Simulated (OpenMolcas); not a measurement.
**CH5GaO2 (SMILES [CH3][Ga]([OH])[OH]) at 6 levels**

Aim: a comparison of 6 runs (HF/STO-3G, HF/3-21G, HF/cc-pVDZ, B3LYP/6-31G*, BLYP/cc-pVDZ, MP2/cc-pVDZ) of CH5GaO2. 

The results are computed with OpenMolcas 26.06.

1 further run of the same task is left out (set aside as unsound or not needed).

## (1) The system as given

The species is CH5GaO2 (9 atoms), meant as a singlet with charge 0. As SMILES, `[CH3][Ga]([OH])[OH]`. The coordinates come from a PBE0-D4/def2-TZVP relaxation. This is one conformer, not always the lowest.

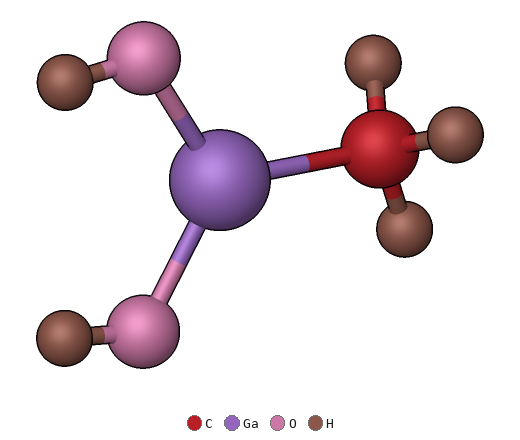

Viewed from a chosen angle; carbon red, gallium purple, oxygen pink, hydrogen brown.

## (2) Energy and gradient at HF/STO-3G (run 1)

File geom.xyz:

```xyz
9

C      0.139500     0.740600    -1.385600
Ga    -0.022300    -0.180400     0.314900
O      0.237900    -1.947500     0.443200
O     -0.435700     0.706800     1.814800
H      0.259800     0.024500    -2.197900
H      1.005300     1.404900    -1.368100
H     -0.746600     1.349900    -1.568800
H      0.141200    -2.314500     1.323600
H     -0.490700     0.169600     2.607000
```

File job.inp:

```
&GATEWAY
BasLib=$CurrDir
Coord=geom.xyz
Basis=STO-3G
Group=NoSym
&SEWARD
&SCF
Thresholds=1e-10 1e-07 1e-07 1e-05
PrOrbitals=0
&ALASKA
```

The basis set STO-3G is read from a file made from the Basis Set Exchange's data (not shown).

Launch:

```console
$ export MOLCAS_MEM=1860
$ pymolcas job.inp > job.log
```

The program printed:

```text
--- Start Module: gateway ---
[...]
--- Stop Module: gateway /rc=_RC_ALL_IS_WELL_ ---
[...]
      Basis functions           38
[...]
--- Start Module: scf ---
[...]
       Convergence after  16 Iterations
[...]
::    Total SCF energy                              -2088.9071468074
[...]
      Total spin, S                                     0.0000000000
[...]
      Total electronic charge=   58.000000
      Total            charge=   -0.000000
[...]
      Dipole Moment (debye):
      Origin of the operator (angstrom)=   -0.0242   -0.1929    0.3389
                   X= -9.0301E-02               Y= -5.6631E-01               Z=  1.0761E+00           Total=  1.2194E+00
      Quadrupole Moment (debye*angstrom):
[...]
--- Stop Module: scf /rc=_RC_ALL_IS_WELL_ ---
--- Start Module: alaska ---
[...]
 *              Molecular gradients               *
 **************************************************
  Irreducible representation: a
 ------------------------------------------------------------------------------------------
                              X                       Y                       Z
 ------------------------------------------------------------------------------------------
  C1                3.36232927769498E-03    1.94425677618577E-02   -3.90565684651119E-02
  GA2               3.31130110505407E-03    1.98797921598413E-02   -3.71013840503283E-02
  O3                6.25388717417863E-03   -8.22202975655735E-02    3.89342648097362E-02
  O4               -1.79897772179967E-02    1.32993054313992E-02    8.80688012057291E-02
  H5                9.24073281245108E-04   -8.85062952258897E-03   -2.44132958781584E-03
  H6                6.90713657489717E-03    4.67576117836721E-03    3.69606382205767E-03
  H7               -7.74043819138548E-03    4.22938245320292E-03    2.58058499382274E-03
  H8                4.67044858094545E-03    6.10337158835783E-03   -3.18394944101907E-02
[...]
--- Stop Module: alaska /rc=_RC_ALL_IS_WELL_ ---
[...]
```

Run time: 3.6 s. Hardware: 1 thread of Intel Xeon Platinum 8259CL at 2.50GHz (Skylake/Cascade Lake), shared host; peak memory 0.37 GiB.

## (3) Energy and forces at HF/3-21G (run 2)

File test.inp:

```
* CH5GaO2 Hartree-Fock

&GATEWAY
  BasLib = $CurrDir
  Coord
  9
  bohr
  C      0.26361679     1.39953117    -2.61840452
  Ga    -0.04214089    -0.34090659     0.59507476
  O      0.44956585    -3.68024163     0.83752662
  O     -0.82335367     1.33565842     3.42947497
  H      0.49095085     0.04629829    -4.15342905
  H      1.89974167     2.65487623    -2.58533431
  H     -1.41086952     2.55094130    -2.96460234
  H      0.26682933    -4.37377112     2.50124150
  H     -0.92728861     0.32049755     4.92651601
  Basis = 3-21G
  Group = NoSym

&SEWARD

&SCF
  Thresholds = 1e-10 1e-07 1e-07 1e-05
  PrOrbitals = 1

&ALASKA
```

The basis set 3-21G is read from a file made from the Basis Set Exchange's data (not shown).

Launch:

```console
$ export MOLCAS_MEM=1860
$ pymolcas test.inp > test.log
```

The program printed:

```text
--- Start Module: gateway ---
[...]
--- Stop Module: gateway /rc=_RC_ALL_IS_WELL_ ---
[...]
      Basis functions           59
[...]
--- Start Module: scf ---
[...]
       Convergence after  14 Iterations
[...]
::    Total SCF energy                              -2103.3940467635
[...]
      Total spin, S                                     0.0000000000
[...]
      Total electronic charge=   58.000000
      Total            charge=   -0.000000
[...]
      Dipole Moment (debye):
      Origin of the operator (angstrom)=   -0.0242   -0.1929    0.3389
                   X= -1.0393E-01               Y= -6.6498E-01               Z=  1.2746E+00           Total=  1.4414E+00
      Quadrupole Moment (debye*angstrom):
[...]
--- Stop Module: scf /rc=_RC_ALL_IS_WELL_ ---
[...]
--- Start Module: alaska ---
[...]
 *              Molecular gradients               *
 **************************************************
  Irreducible representation: a
 ------------------------------------------------------------------------------------------
                              X                       Y                       Z
 ------------------------------------------------------------------------------------------
  C1               -5.74719727443940E-04   -2.93371459933223E-03    1.60674087811152E-03
  GA2               1.44721910155821E-03    6.79564372518104E-03   -1.16242537956630E-02
  O3                6.22894709147026E-03   -3.56068986397773E-02   -3.22652734346418E-03
  O4               -8.68776289026840E-03    2.28560444533628E-02    2.74636819356431E-02
  H5                6.40844791416573E-04   -4.52056280786772E-03   -2.13495071886483E-03
  H6                3.67890771203427E-03    2.44526554620306E-03    2.39948914851318E-03
  H7               -4.20404318900758E-03    2.44042039172587E-03    1.51365476245791E-03
  H8               -1.57563775187919E-03    1.33334935757006E-02   -3.27825662556958E-03
[...]
--- Stop Module: alaska /rc=_RC_ALL_IS_WELL_ ---
[...]
```

Wall time 4.8 s (1 thread of Intel Xeon Platinum 8259CL at 2.50GHz (Skylake/Cascade Lake), shared host); peak memory 0.39 GiB.

Runs 3 to 5 aren't shown in full; the table further down has their settings and results.

## (4) A single-point energy at MP2/cc-pVDZ (run 6)

geom.xyz is that of step 2.

File job.input:

```
* CH5GaO2 MP2

&GATEWAY
 BasLib = $CurrDir
 Coord = geom.xyz
 Basis = cc-pVDZ
 Group = NoSym

&SEWARD

&SCF
 Thresholds = 1e-10 1e-07 1e-07 1e-05
 PrOrbitals = 1 2

&MBPT2
 Frozen = 12
```

The basis set cc-pVDZ is read from a file made from the Basis Set Exchange's data (not shown).

Launch:

```console
$ export MOLCAS_MEM=1860
$ pymolcas job.input > job.log
```

The program printed:

```text
--- Start Module: gateway ---
[...]
--- Stop Module: gateway /rc=_RC_ALL_IS_WELL_ ---
[...]
      Basis functions           94
[...]
--- Start Module: scf ---
[...]
       Convergence after  14 Iterations
[...]
::    Total SCF energy                              -2113.7937877489
[...]
      Total spin, S                                     0.0000000000
[...]
      Total electronic charge=   58.000000
      Total            charge=   -0.000000
[...]
      Dipole Moment (debye):
      Origin of the operator (angstrom)=   -0.0242   -0.1929    0.3389
                   X= -5.0435E-02               Y= -3.4985E-01               Z=  6.8000E-01           Total=  7.6638E-01
      Quadrupole Moment (debye*angstrom):
[...]
--- Stop Module: scf /rc=_RC_ALL_IS_WELL_ ---
[...]
--- Start Module: mbpt2 ---
[...]
WARNING!
Default frozen orbitals as non valence orbitals is overwritten by user input.
Default values:  17
[...]
       Reference weight ( Cref**2 )         =        0.84222
::    Total MBPT2 energy                            -2114.4076116035
[...]
      Total MBPT2 calculations                           0.49      0.55
--- Stop Module: mbpt2 /rc=_RC_ALL_IS_WELL_ ---
[...]
```

Wall time 12 s (1 thread of Intel Xeon Platinum 8259CL at 2.50GHz (Skylake/Cascade Lake), shared host); peak memory 0.52 GiB.

## (5) All runs side by side

| run | level | integration grid | task | energy (Eh) | dipole moment (D) of the reference | HOMO energy (eV) | LUMO energy (eV) | wall time |
| --- | --- | --- | --- | --- | --- | --- | --- | --- |
| 1 | HF/STO-3G | – | gradient | -2088.907147 | 1.22 | -7.22 | 6.42 | 3.6 s |
| 2 | HF/3-21G | – | gradient | -2103.394047 | 1.44 | -11.76 | 2.99 | 4.8 s |
| 3 | HF/cc-pVDZ | – | gradient | -2113.793788 | 0.77 | -11.97 | 2.99 | 16 s |
| 4 | B3LYP/6-31G* (spherical functions) | UltraFine | gradient | -2116.232290 | 0.79 | -7.87 | -0.46 | 46 s |
| 5 | BLYP/cc-pVDZ | UltraFine | gradient | -2116.460381 | 0.77 | -6.27 | -0.76 | 59 s |
| 6 | MP2/cc-pVDZ | – | energy | -2114.407612 | 0.77 | -11.97 | 2.99 | 12 s |

## (6) What came out

```
                                           quantity           value
                                run 6: total energy  -2114.40761 Eh
          run 6: dipole moment (mean-field density)          0.77 D
         run 6: HOMO energy (Hartree–Fock orbitals)       -11.97 eV
         run 6: LUMO energy (Hartree–Fock orbitals)         2.99 eV
       run 6: HOMO–LUMO gap (Hartree–Fock orbitals)        14.96 eV
run 6: correlation energy (12 core orbitals frozen)      -613.8 mEh
```

In words: Over runs 1, 2, 3, 4, 5 the dipole moment (its size) runs from 0.77 D (HF/cc-pVDZ) to 1.44 D (HF/3-21G). Over runs 1, 2, 3, 4, 5 the HOMO–LUMO gap runs from 5.52 eV (BLYP/cc-pVDZ) to 14.96 eV (HF/cc-pVDZ). Exact exchange widens orbital gaps. Totals of different functionals can't be ranked against each other. In run 1 the basis is minimal, so the values are rough. All runs together took 2.4 min, the longest 59 s.
